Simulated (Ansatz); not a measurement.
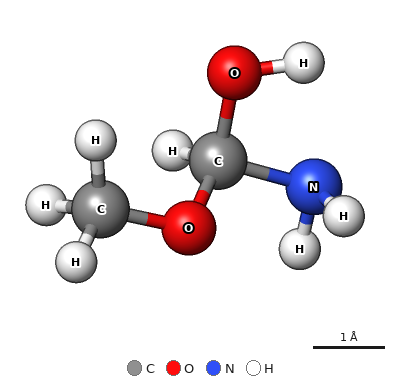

C2H7NO2 (coarse preliminary run), before the relaxation. Style: ball-and-stick. Shown at a tilt.

The start comes from a force field.

Computed with RKS PBE-D4/def2-SVP in Ansatz 0.2.0.

Input
```yaml
crystal:
  periodic: [false, false, false]
  atoms:
    - {symbol: C, position_ang: [-1.625500, 0.457100, -0.105600]}
    - {symbol: O, position_ang: [-0.661900, -0.405600, 0.293500]}
    - {symbol: C, position_ang: [0.561900, -0.053000, -0.255000]}
    - {symbol: N, position_ang: [1.585100, -1.071300, 0.150900]}
    - {symbol: O, position_ang: [1.080600, 1.125900, 0.292900]}
    - {symbol: H, position_ang: [-1.759800, 0.532200, -1.209800]}
    - {symbol: H, position_ang: [-1.449500, 1.512100, 0.263600]}
    - {symbol: H, position_ang: [-2.586700, 0.176900, 0.292700]}
    - {symbol: H, position_ang: [0.560000, 0.047800, -1.290400]}
    - {symbol: H, position_ang: [1.227900, -1.919900, -0.324300]}
    - {symbol: H, position_ang: [1.247000, -1.293900, 1.140600]}
    - {symbol: H, position_ang: [1.897900, 0.836300, 0.785000]}
basis:
  gaussian: {orbitals: def2-SVP}
hamiltonian: {xc: pbe, dispersion: d4}
relax: {f_tol: 0.03, max_steps: 200}
```

Run as
```bash
ansatz run in.yaml --threads 4 --pin off --events-out ev --progress --plain --max-ram 10444MiB
```

Where does the relaxation end?

Answer. After 12 accepted moves (14 points after the start) the energy has fallen by 51.0 kJ/mol. The largest force component goes from 3.9 to 0.0067 eV/Å. The line search rejected the trial steps at points 3, 9 of the run. H12 moves most after the best rigid fit: 0.48 Å. By element the largest moves are H 0.48 Å, O 0.24 Å, N 0.14 Å, C 0.14 Å. Some distances before and after: C3–H9 1.040 → 1.127 Å, C3–N4 1.500 → 1.432 Å, C1–O2 1.354 → 1.416 Å, N4–H11 1.069 → 1.030 Å. Among the angles between lasting bonds that change: C3–N4–H10 101.3° → 110.3°, H10–N4–H11 98.3° → 107.1°, C3–N4–H11 100.1° → 108.1°. Groups turn about C3–O5 by about 45°. Cost: 12 s on 4 threads of Intel Xeon Platinum 8488C (shared host).

Step by step:

```
step  E − E(0), kJ/mol  largest force component, eV/Å      note
   0              0.00                         3.8718          
   1            -38.14                         1.3183          
   2            -47.15                         0.4774          
   3            -45.14                         0.6603  rejected
   4            -48.64                         0.3143          
   5            -49.36                         0.2808          
   6            -49.74                         0.1913          
   7            -50.16                         0.1693          
   8            -50.34                         0.3990          
   9            -50.08                         0.4821  rejected
  10            -50.84                         0.1608          
  11            -50.86                         0.0973          
  12            -50.96                         0.0388          
  13            -50.98                         0.0431          
  14            -50.99                         0.0067
```

Final geometry:

```xyz
12

C    -1.6776    0.5339   -0.1191
O    -0.7099   -0.4252    0.2665
C     0.6001   -0.1187   -0.1416
N     1.5082   -1.1708    0.2048
O     0.9864    1.0737    0.5024
H    -1.6862    0.6879   -1.2262
H    -1.5032    1.5193    0.3654
H    -2.6681    0.1466    0.1891
H     0.6108    0.0059   -1.2621
H     1.3014   -2.0148   -0.3435
H     1.3593   -1.4091    1.1960
H     1.9559    1.1159    0.4023
```

After the run, drawn alike:

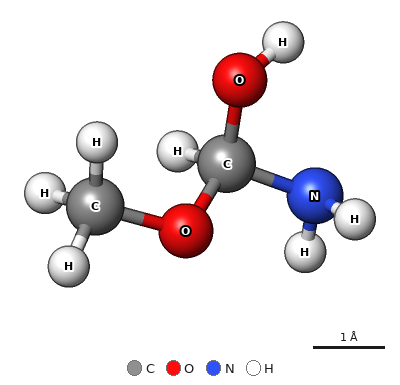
